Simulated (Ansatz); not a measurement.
**SiNH3F− (SMILES N[SiH-]F) at 6 levels**

Aim: a comparison of 6 runs (UHF/STO-3G, HSE06/STO-3G, RPA@PBE/STO-3G, CCSDT(Q)/STO-3G, CCSDT/STO-3G, UCCSD(T)/STO-3G) of SiNH3F−. 

The results are computed with Ansatz 0.2.0.

2 further runs of the same task are left out: 2 that didn't finish.

### 1 The system as given

The species is SiNH3F− (6 atoms), meant as a singlet with charge -1. As SMILES, `N[SiH-]F`. The H4–N1 distance was set to 2.028 Å, away from the relaxed value. At this shape a bond of the SMILES string is far longer than usual.

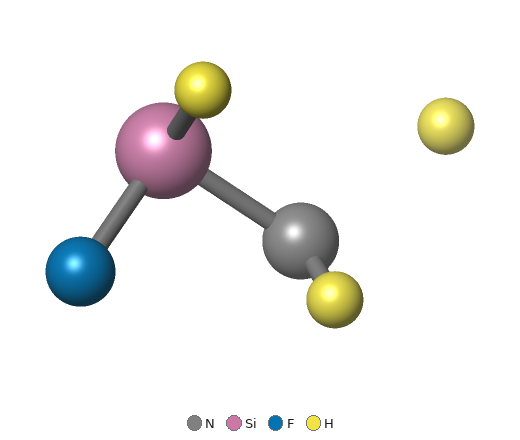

Viewed from a chosen angle; nitrogen grey, silicon pink, fluorine blue, hydrogen yellow.

### 2 The energy at UHF/STO-3G (run 1)

molecule.yaml reads:

```yaml
crystal:
  periodic: [false, false, false]
  atoms:
    - {symbol: N, position_ang: [0.008833, -0.631453, -0.839146]}
    - {symbol: Si, position_ang: [0.696703, -1.268203, 0.681244]}
    - {symbol: F, position_ang: [2.058873, -2.058343, -0.007416]}
    - {symbol: H, position_ang: [-1.421390, 0.759670, -0.473570]}
    - {symbol: H, position_ang: [0.683033, -0.208043, -1.479156]}
    - {symbol: H, position_ang: [1.549473, -0.071393, 1.204114]}
basis:
  gaussian:
    orbitals: STO-3G
total_charge: -1
magnetization:
  spin_polarized: true
hamiltonian:
  xc: hf
accuracy: high
```

Command:

```
$ ansatz run molecule.yaml --threads 1 --pin off --max-ram 2610MiB --events-out events.jsonl --progress --plain --runs-dir runs
```

What it wrote:

```text
Warning: RAYON_NUM_THREADS=1 ignored (pool sized by the plan → 1); use --threads N
Functional definition: HF
  name "HF"
  exchange = exact_x
  correlation = 0
407 factors; integrals over basis functions are off by at most 3.5e-8 eV
mean field evaluation 1: about -11932.2461 eV, gradient 1.5e1 eV
mean field evaluation 2: about -11932.3595 eV, gradient 1.5e1 eV
mean field evaluation 4: about -11936.9387 eV, gradient 3.6e0 eV
mean field evaluation 8: about -11937.3626 eV, gradient 9.6e-2 eV
mean field evaluation 16: about -11937.3516 eV, gradient 1.9e-2 eV
mean field evaluation 32: about -11937.3546 eV, gradient 5.4e-1 eV
mean field evaluation 64: about -11940.2736 eV, gradient 2.4e-6 eV
mean field evaluation 96: about -11927.7805 eV, gradient 1.3e1 eV
mean field evaluation 128: about -11937.2696 eV, gradient 3.8e-2 eV
mean field -11940.27356598 eV, -438.7969601416 hartree, gradient 1.8e-8 eV, S^2 0.931021; 6 other end points of the search recorded, 0 dependent functions left out
reference -11940.27356598 eV, -438.7969601416 hartree; 17, 17 occupied and 5, 5 virtual orbitals, 407 factors
Total energy: -11940.27356598 eV, -438.7969601416 hartree
```

Run time: 0.44 s. Hardware: 1 thread of Arm Neoverse V1, shared host.

### 3 The energy at HSE06/STO-3G (run 2)

Changes to molecule.yaml since step 2:

```diff
@@ -3,3 +3,3 @@
   atoms:
-    - {symbol: N, position_ang: [0.008833, -0.631453, -0.839146]}
+    - {symbol: "N", position_ang: [0.008833, -0.631453, -0.839146]}
     - {symbol: Si, position_ang: [0.696703, -1.268203, 0.681244]}
@@ -13,6 +13,4 @@
 total_charge: -1
-magnetization:
-  spin_polarized: true
 hamiltonian:
-  xc: hf
+  xc: hse06
 accuracy: high
```

Command:

```
$ ansatz run molecule.yaml --threads 1 --pin off --max-ram 2610MiB --events-out events.jsonl --progress --plain --runs-dir runs
```

What it wrote:

```text
Warning: RAYON_NUM_THREADS=1 ignored (pool sized by the plan → 1); use --threads N
Functional definition: HSE06
  name "HSE06"
  parameter a = 0.25
  parameter omega = 0.11/bohr
  exchange = pbe_x - a*pbe_x_sr(omega) + a*exact_x_sr(omega)
  correlation = pbe_c
407 factors; integrals over basis functions are off by at most 3.5e-8 eV
63 factors; integrals over basis functions are off by at most 5.4e-10 eV
mean field evaluation 1: about -11939.5216 eV, gradient 6.4e1 eV
mean field evaluation 2: about -11808.9296 eV, gradient 1.8e2 eV
mean field evaluation 4: about -11955.6477 eV, gradient 3.9e1 eV
mean field evaluation 8: about -11964.9311 eV, gradient 1.0e1 eV
mean field evaluation 16: about -11965.4623 eV, gradient 2.6e-5 eV
mean field -11965.46234417 eV, -439.7226306664 hartree, gradient 1.7e-8 eV, S^2 0.000000; 0 other end points of the search recorded, 0 dependent functions left out
reference -11965.46234602 eV, -439.7226307344 hartree; 17, 17 occupied and 5, 5 virtual orbitals, 407 factors
Total energy: -11965.46234602 eV, -439.7226307344 hartree
```

Wall time 2 s (1 thread of Arm Neoverse V1, shared host); peak memory 0.1 GiB.

### 4 A single-point energy at RPA@PBE/STO-3G (run 3)

job.yaml reads:

```yaml
crystal:
  periodic: [false, false, false]
  atoms:
    - symbol: "N"
      position_ang: [0.008833, -0.631453, -0.839146]
    - symbol: Si
      position_ang: [0.696703, -1.268203, 0.681244]
    - symbol: F
      position_ang: [2.058873, -2.058343, -0.007416]
    - symbol: H
      position_ang: [-1.421390, 0.759670, -0.473570]
    - symbol: H
      position_ang: [0.683033, -0.208043, -1.479156]
    - symbol: H
      position_ang: [1.549473, -0.071393, 1.204114]
basis:
  gaussian:
    orbitals: STO-3G
total_charge: -1
hamiltonian:
  xc: {name: PBE}
correlation:
  method: rpa
  frozen_orbitals: {F: 1, H: 0, "N": 1, Si: 5}
accuracy: high
```

Command:

```
$ ansatz run job.yaml --threads 1 --pin off --max-ram 2610MiB --events-out events.jsonl --progress --plain --runs-dir runs
```

What it wrote (excerpt; [...] marks lines left out):

```text
Warning: RAYON_NUM_THREADS=1 ignored (pool sized by the plan → 1); use --threads N
Functional definition: PBE
  name "PBE"
[...]
407 factors; integrals over basis functions are off by at most 3.5e-8 eV
[...]
mean field -11964.56708707 eV, -439.6897305749 hartree, gradient 2.0e-8 eV, S^2 0.000000; 3 other end points of the search recorded, 0 dependent functions left out; unrestricted orbitals would lower it
unrestricted determinant -11940.27356596 eV, -438.7969601408 hartree, S^2 0.9310
7 core orbitals not correlated: weight in the atoms' cores, before any rotation towards them, 0.999 or more for the frozen orbitals, at most 0.000 for the correlated occupied ones
reference -11935.83965044 eV, -438.6340167511 hartree; 10, 10 occupied and 5, 5 virtual orbitals, 407 factors
Total energy: -11945.03537163 eV, -438.9719532717 hartree
```

Wall time 3.9 s (1 thread of Arm Neoverse V1, shared host); peak memory 0.11 GiB.

Runs 4 to 5 aren't shown in full; the table further down has their settings and results.

### 5 The energy at UCCSD(T)/STO-3G (run 6)

job.yaml reads:

```yaml
crystal:
  periodic: [false, false, false]
  atoms:
    - {symbol: N, position_ang: [0.008833, -0.631453, -0.839146]}
    - {symbol: Si, position_ang: [0.696703, -1.268203, 0.681244]}
    - {symbol: F, position_ang: [2.058873, -2.058343, -0.007416]}
    - {symbol: H, position_ang: [-1.421390, 0.759670, -0.473570]}
    - {symbol: H, position_ang: [0.683033, -0.208043, -1.479156]}
    - {symbol: H, position_ang: [1.549473, -0.071393, 1.204114]}
basis:
  gaussian:
    orbitals: STO-3G
total_charge: -1
magnetization:
  spin_polarized: true
  initial_magnetization: 0
correlation:
  method: ccsd_t
  frozen_orbitals: {F: 1, H: 0, "N": 1, Si: 5}
accuracy: high
scf:
  omitted_lower_state_checks: [cluster_reference, increment]
```

Command:

```
$ ansatz run job.yaml --threads 1 --pin off --max-ram 2610MiB --events-out events.jsonl --progress --plain --runs-dir runs
```

What it wrote:

```text
Warning: RAYON_NUM_THREADS=1 ignored (pool sized by the plan → 1); use --threads N
[... 15 lines left out ...]
7 core orbitals not correlated: weight in the atoms' cores, before any rotation towards them, 1.000 or more for the frozen orbitals, at most 0.000 for the correlated occupied ones
[... 74 lines left out ...]
Total energy: -11943.24170236 eV, -438.9060371418 hartree
Checks for a lower state left out: cluster_reference, increment
```

It took 0.93 s on 1 thread of Arm Neoverse V1, shared host.

### 6 All runs side by side

| run | level | frozen core orbitals | energy (Eh) | wall time |
| --- | --- | --- | --- | --- |
| 1 | UHF/STO-3G | – | -438.796960 | 0.44 s |
| 2 | HSE06/STO-3G | – | -439.722631 | 2 s |
| 3 | RPA@PBE/STO-3G | 7 | -438.971953 | 3.9 s |
| 4 | CCSDT(Q)/STO-3G | 7 | -438.908679 | 0.88 s |
| 5 | CCSDT/STO-3G | 7 | -438.908111 | 0.8 s |
| 6 | UCCSD(T)/STO-3G | 7 | -438.906037 | 0.93 s |

### 7 Results

```
                                          quantity          value
                               run 6: total energy  -438.90604 Eh
run 6: correlation energy (7 core orbitals frozen)     -109.1 mEh
                             run 6: (T) correction      -3.42 mEh
          run 6: ⟨S²⟩ of the reference determinant          0.931
                              run 6: T1 diagnostic          0.053
```

**Reading.** Below the UHF energy at the same shape and in the same basis (STO-3G): CCSDT(Q) -111.7 mEh; CCSDT -111.2 mEh; UCCSD(T) -109.1 mEh. Some of these start from another determinant than that one, so these aren't their correlation energies. In runs 3, 4, 5 the log says that unrestricted orbitals would lower the reference, so the values rest on an unstable closed-shell determinant (other closed-shell runs at this shape may share the fault). In runs 1, 2, 3, 4, 5, 6 the basis is minimal, so the values are rough. Spin contamination of the reference: run 1 ⟨S²⟩ = 0.93, run 6 ⟨S²⟩ = 0.93. Where it is this large, the reference is a mixture of spin states, and values that rest on it are in doubt. All runs together took 9 s, the longest 3.9 s.
